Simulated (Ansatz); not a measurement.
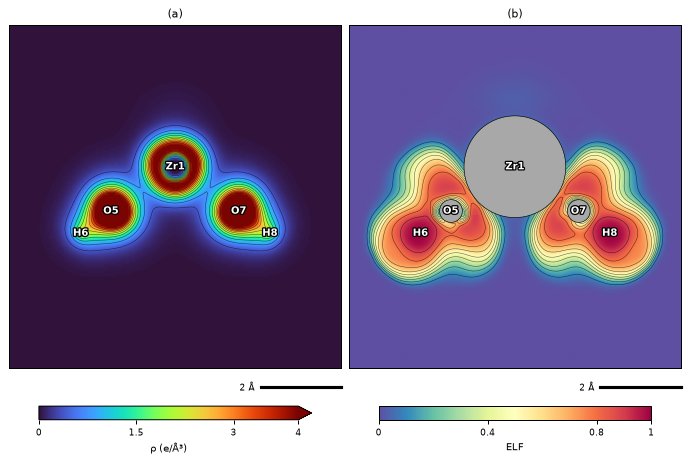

FH3O3Zr. (a) electron density; (b) electron localisation function on the plane of atoms O5, Zr1 and O7. Grey discs cover the atomic cores in the ELF map.

Core potentials replace the inner electrons of Zr.

Method: RHF/def2-SVP (Ansatz).

```xyz
8

Zr   -0.1049   -0.1459    0.1147
F     0.0706    0.1927    2.0059
O     1.6596   -0.2962   -0.6428
H     2.5074   -0.3774   -1.0385
O    -1.0595    1.3256   -0.6812
H    -1.5260    2.0273   -1.0958
O    -1.0822   -1.7887   -0.1206
H    -1.5571   -2.5860   -0.2643
```

**What do the fields say about this system?**

The section cuts through Zr, O and H sites. Zr–O (1.93 Å): the density is about 0.83 e/Å³ at the midpoint; the ELF peaks at about 0.80 in the valence shell of O, 0.5 Å from its nucleus, and drops to about 0.15 between the two atoms. O–H (0.94 Å): ρ at the midpoint is about 3.8 e/Å³; the ELF climbs to about 1 towards the hydrogen, as it does in any bond to H (an ordinary covalent bond to hydrogen).
